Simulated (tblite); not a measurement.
# Frequency calculation of C3H5F3GeO2

- system: C3H5F3GeO2
- method: GFN2-xTB harmonic vibrations, gas phase (tblite 0.8.0)

It belongs to a series of runs on one base structure; here: Ge replaced by C.

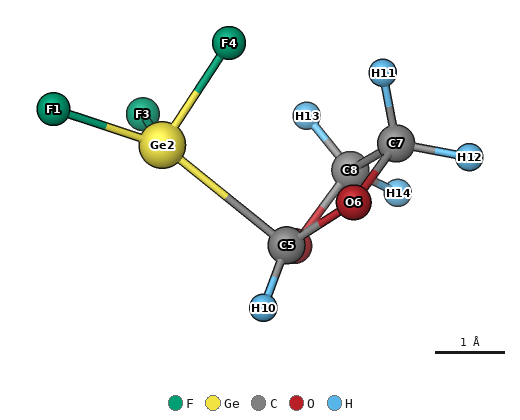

The structure (ball-and-stick view, seen at a tilt; atoms are numbered from 1 in the order of the input). Sticks mark near contacts. Bond lengths as drawn: C–C 1.54 Å, C–Ge 2.36 Å, C–H 1.08 to 1.09 Å, C–O 1.32 to 1.43 Å and F–Ge 1.81 to 1.83 Å.

## Summary

- outcome: converged
- total energy: −907.9349 eV
- zero-point energy: 52.6120 kcal/mol
- hardware: 1 CPU thread, shared host
- peak memory: 0.18 GiB

## Input
```
{"job": {"kind": "ir", "xc": "GFN2-xTB", "basis": "xTB"}, "charge": 0, "multiplicity": 1}
F      3.864702    -0.050114    -0.063806
Ge     2.058188    -0.193993    -0.070381
F      1.781375    -0.208048     1.732706
F      1.640217     1.578153    -0.285511
C     -0.021965    -1.070859    -0.765414
O     -0.555471    -0.063447    -1.429517
C     -1.279607     0.739426    -0.489997
C     -1.236299    -0.093750     0.802323
O     -0.603292    -1.309672     0.392649
H      0.255022    -1.937185    -1.348793
H     -0.775376     1.701707    -0.384979
H     -2.285848     0.882191    -0.890422
H     -0.624147     0.375339     1.577204
H     -2.218177    -0.350219     1.201773
```

The first line tells a small driver script what to run in tblite; the rest is the geometry in Å.

Command:
```bash
OMP_NUM_THREADS=1 python <driver script> task.json out
```

## What the program printed
```
mode    cm-1     km/mol
  1      19.6      1.37
  2      51.0      5.57
  3      79.4      3.51
  4     124.4      2.24
  5     139.2      7.82
  6     146.5     14.27
  7     166.1      3.74
  8     175.8     27.30
  9     195.2      4.34
 10     241.6      1.47
 11     366.0    182.54
 12     379.4    151.35
 13     389.8    228.83
 14     523.7    141.57
 15     712.7     11.36
 16     805.5      0.49
 17     854.7      2.28
 18     956.9    176.45
 19     972.7     50.86
 20     980.8    180.30
 21    1023.1     55.69
 22    1097.3      2.23
 23    1150.1     93.00
 24    1157.1    155.38
 25    1159.2     42.20
 26    1166.4     43.32
 27    1234.6     73.21
 28    1291.7     53.43
 29    1335.0    158.46
 30    1439.2     14.11
 31    1460.8     17.83
 32    2964.6      1.57
 33    2978.0      5.13
 34    2988.8      0.90
 35    2999.9      3.83
 36    3076.3      3.50
```

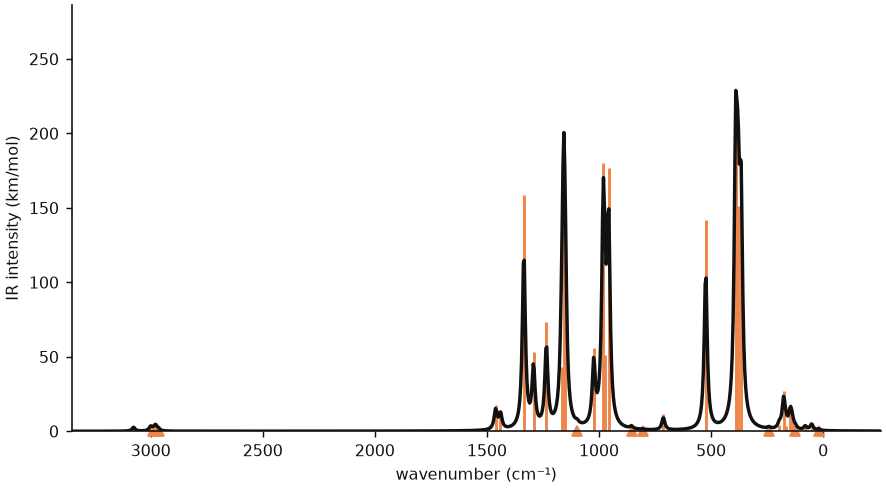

Harmonic infrared spectrum, unscaled: sticks (degenerate modes added up, dark ones marked on the axis) with a Lorentzian envelope of 16 cm⁻¹ full width, scaled to the tallest stick. 36 modes from 20 to 3076 cm⁻¹, none imaginary. The strongest line is at 390 cm⁻¹ (229 km/mol).
